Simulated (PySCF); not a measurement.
```
atom    x (Å)    y (Å)    z (Å)
   O   2.7090   1.0447   0.1299
   B   1.9409  -0.0439  -0.1432
   O   2.4590  -1.2305  -0.5591
   C   0.3925   0.0711   0.0256
   C  -0.2861   1.1296   0.4670
   C  -1.7636   0.8982   0.5352
   C  -1.9525  -0.4170  -0.2366
   C  -0.5586  -1.0640  -0.2753
   H   3.6547   0.9440   0.0121
   H   3.4112  -1.2779  -0.6529
   H   0.1555   2.0618   0.7740
   H  -2.0737   0.8007   1.5799
   H  -2.3303   1.7238   0.1017
   H  -2.2850  -0.2006  -1.2524
   H  -2.6928  -1.0654   0.2290
   H  -0.3373  -1.5273  -1.2360
   H  -0.4498  -1.8352   0.4909
```

Geometry: GFN2-xTB.

Computed with PySCF 2.14.0, WP04/pcSseg-1, SCF density, in a cyclohexane solvent model, non-relativistic.

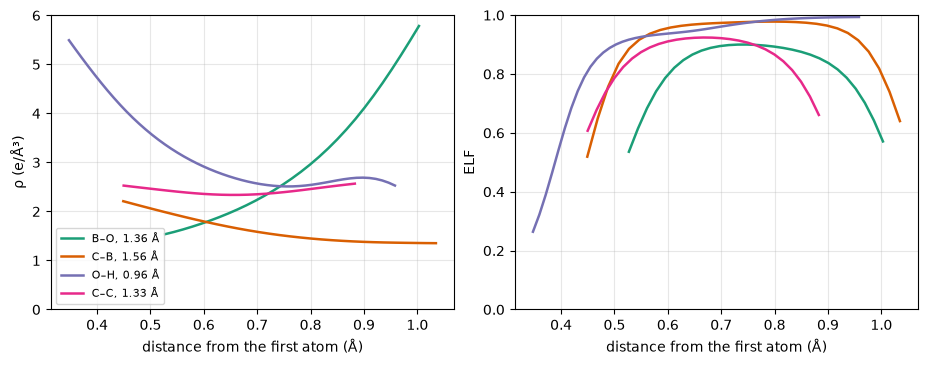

C$_{5}$H$_{9}$BO$_{2}$ (SMILES OB(O)C1=CCCC1). Total electron density and electron localisation function along straight lines between neighbouring atoms. The curves leave out the atomic cores.

> What can be read from the curves?

B–O (1.36 Å): ρ is about 2.1 e/Å³ halfway; the ELF peaks at about 0.90 between the atoms: a polar covalent bond.
C–B (1.56 Å): the density is about 1.5 e/Å³ at the midpoint; the ELF peaks at about 1 between the atoms: a shared electron pair.
O–H (0.96 Å): ρ at the midpoint is about 3.8 e/Å³; the ELF climbs to about 1 towards the hydrogen, as it does in any bond to H; a covalent bond by its length.
C–C (1.33 Å): ρ at the midpoint is about 2.3 e/Å³; the ELF peaks at about 0.90 between the atoms: a short, multiple covalent bond.
